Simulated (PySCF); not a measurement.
Vertical excitations of a molecule CH₇GeNOSi from TDA-PBE/def2-SVPD in PySCF, as energy in eV (oscillator strength): 4.50 (0.001), 4.52 (0.001), 5.12 (0.010), 5.21 (0.003), 5.48 (0.127), 5.60 (0.006), 5.97 (0.068), 6.03 (0.030), 6.16 (0.006), 6.23 (0.040). Lowest triplet (TDA): 4.28 eV. Geometry optimised at PBE0-D3(BJ)/def2-SVP. One conformer was computed; it need not be the lowest.

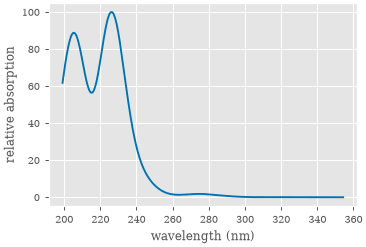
*The lines broadened by 0.4 eV.*

Question: Which structure fits?
(A) O[SiH2]/N=[CH]/[GeH3]
(B) N[Si@@H]1[CH2][GeH2][O]1
(C) [NH2][Ge@@H]1[O]C[SiH2]1
(D) [OH][Ge@@H]1[CH2]N[SiH2]1

Answer: D, [OH][Ge@@H]1[CH2]N[SiH2]1
